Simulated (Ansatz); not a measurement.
## Electronic structure of F$_{2}$GeH$_{2}$Sn in real space

The calculation's input:

```
crystal:
  periodic: [false, false, false]
  atoms:
    - {symbol: F, position_ang: [0.289264, 2.271919, 0.603646]}
    - {symbol: F, position_ang: [-0.179874, -2.099157, -1.109571]}
    - {symbol: Ge, position_ang: [-0.482833, 0.915590, 1.503117]}
    - {symbol: Sn, position_ang: [0.363018, -0.203856, -1.142155]}
    - {symbol: H, position_ang: [-1.237703, 0.360693, 0.020785]}
    - {symbol: H, position_ang: [0.730148, -0.188179, 0.882298]}
basis:
  gaussian: {orbitals: def2-TZVPD}
hamiltonian: {xc: {name: PBE0}}
output: {forces: true, orbitals: {seedname: orbitals}}
```

Run with:

```sh
ansatz run input.yaml --threads 1 --pin off --max-ram 2610MiB --events-out events.jsonl --progress --plain --runs-dir runs
```

Geometry: B3LYP-D3(BJ)/def2-SVP; core potentials replace the inner electrons of Sn.

Theory: Ansatz 0.2.0, isolated molecule in a Gaussian basis; Kohn-Sham density functional theory, functional PBE0.

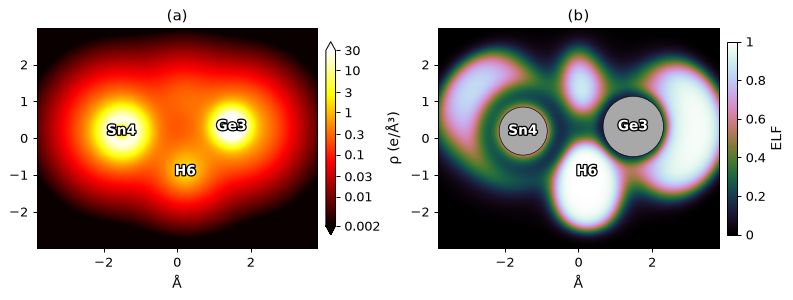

Figure 1. (a) electron density; (b) ELF on the plane of atoms Ge3, H6 and Sn4. Grey discs cover the atomic cores in the ELF map.

Interpret the plot.

Answer. The section cuts through Ge, Sn and H sites. Ge–H (1.75 Å): the density is about 0.63 e/Å³ at the midpoint; the ELF climbs to about 1 towards the hydrogen. Sn–H (2.06 Å): the density is about 0.49 e/Å³ at the midpoint; the ELF climbs to about 1 towards the hydrogen.

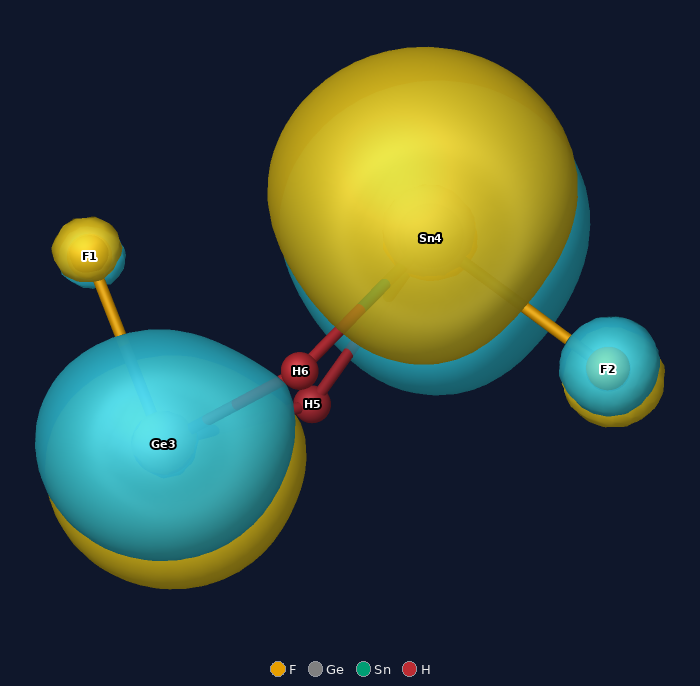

Figure 2. One frontier orbital at ±0.1 Å⁻³ᐟ² (yellow and cyan are the two phases), seen across its widest extent.

Which orbital is it: HOMO or LUMO?

Answer. The LUMO, at −2.72 eV. Its weight (Hirshfeld) is mainly on Sn4 (about 60 %) and Ge3 (about 25 %).

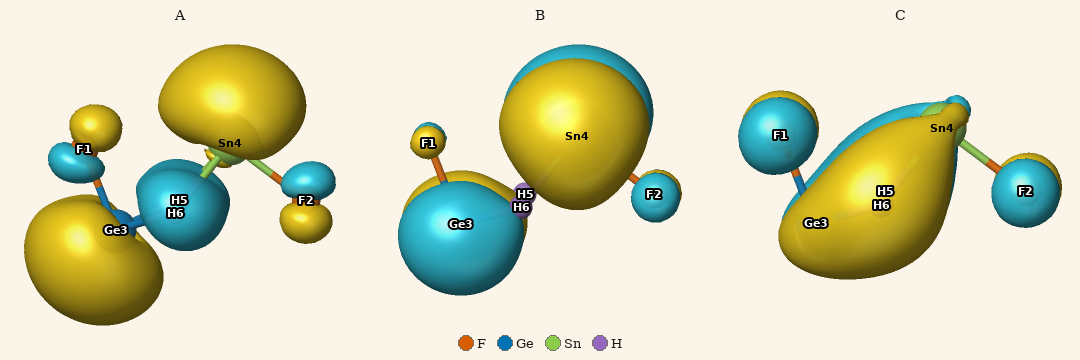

Figure 3. Three frontier orbitals at ±0.08 Å⁻³ᐟ² (yellow and cyan are the two phases), in no order.

Which picture is the HOMO−1, the HOMO and the LUMO?

Answer. C is the HOMO−1 (−9.28 eV). By Hirshfeld shares it lies mainly on Ge3 (about 20 %), H5 (about 20 %), H6 (about 20 %), F1 (about 15 %), Sn4 (about 15 %) and F2 (about 5 %). A is the HOMO (−7.31 eV). Its weight (Hirshfeld) is mainly on Ge3 (about 45 %) and Sn4 (about 35 %). B is the LUMO (−2.72 eV). It lies mainly on Sn4 (about 60 %) and Ge3 (about 25 %).

What is the HOMO–LUMO gap?

Answer. 4.59 eV between the orbital energies.
